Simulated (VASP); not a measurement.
Band structure of InSb (zinc blende). All values below come from PBEsol GGA, VASP's PBE PAW potentials (set 64) (plane waves; VASP).

Unless said otherwise, spin-orbit coupling is left out, though it shifts the bands of the heavy elements here.

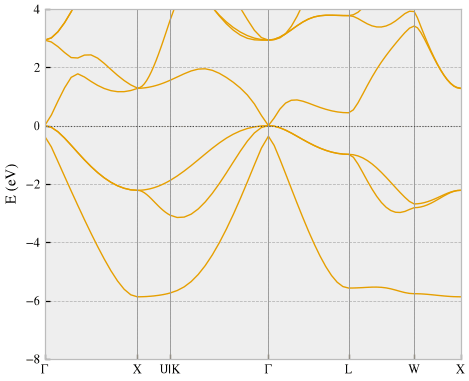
Bands along high-symmetry lines, zero at the valence-band maximum or, without a gap, the Fermi level

Q: Read the plot: is there a gap, and where are the band edges?

A: It has no gap at this level: it comes out as a metal or semimetal. (Edges off the drawn lines would not show.)

The compound is InSb in the zinc blende structure. It was relaxed first.
